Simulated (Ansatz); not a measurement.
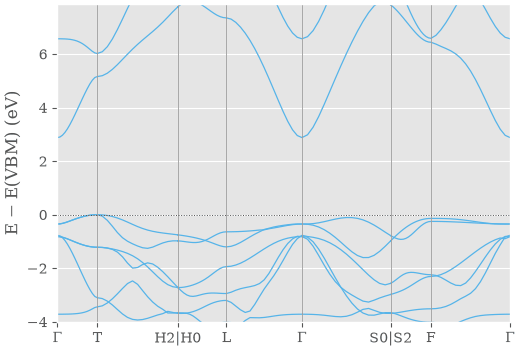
Figure: Band structure from the program Ansatz at the LDA level (PAW)

Problem. Read off the gap and where the band edges lie.

Solution. About 2.9 eV (2.88 eV by a search for the band edges); maximum at T, minimum at Γ.

The material is MgZnO$_{2}$ in space group R-3m (No. 166; Mg on 3a, Zn on 3b, O on 6c).

The first step of the workflow began from a Materials Project structure, measured or hypothetical; the Crystallography Open Database copy checked does not list it. With Mg and Zn taken as one species the cell has the higher symmetry Fm-3m, so it may be an ordered model of a mixed-site phase. Whether it is the stable phase at ambient conditions was not checked. Symmetry was held in the LDA relaxation; of distortions, only those at the zone centre were tested.

Potentials: the later of the program's two PAW sets.
